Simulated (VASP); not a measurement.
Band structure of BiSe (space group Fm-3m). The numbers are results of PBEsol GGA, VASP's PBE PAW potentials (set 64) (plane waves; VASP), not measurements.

Unless said otherwise, spin-orbit coupling is left out, though it shifts the bands of the heavy elements here.

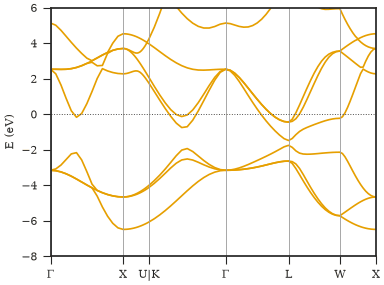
Bands along high-symmetry lines, zero at the valence-band maximum or, without a gap, the Fermi level

**Question.** Read the plot: is there a gap, and where are the band edges?

**Answer.** It has no gap at this level: it comes out as a metal or semimetal. (Edges off the drawn lines would not show.)

The structure comes from a measured BiSe entry (Fm-3m) of the Crystallography Open Database, whose conditions weren't checked. It was relaxed first. The electron count is odd and the run is not spin-polarised, which forces a metal.
